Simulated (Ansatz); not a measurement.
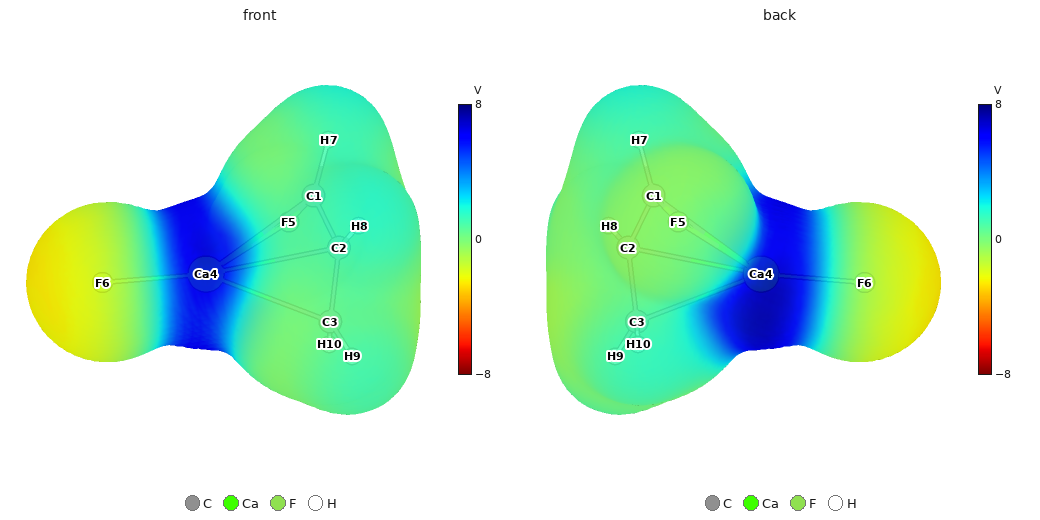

Figure 1: C3H4CaF2. The molecular electrostatic potential painted on the density surface at 0.004 e/bohr³, seen from the front and from behind; red is negative and blue positive.

Geometry: r2SCAN-D4/def2-SVP.

Method: isolated molecule in a Gaussian basis; Kohn-Sham density functional theory, functional PBE0 (Ansatz).

```xyz
10

C    -0.5732    0.0396   -2.9453
C     0.4958    0.2500   -2.0896
C     0.4609    0.8652   -0.8277
Ca   -0.9935    2.4107   -2.2496
F    -1.8691    0.2257   -2.3454
F    -1.4294    4.2632   -2.7683
H    -0.6336   -0.6113   -3.8163
H     1.4693    0.0750   -2.5702
H     1.3919    0.9910   -0.2712
H    -0.4405    0.7216   -0.2099
```

Describe the electrostatic potential map.

The most negative region (about −2.6 V, or −60 kcal/mol for a unit charge) lies over F6, the most positive (about +7.2 V, or +166 kcal/mol for a unit charge) over Ca4.
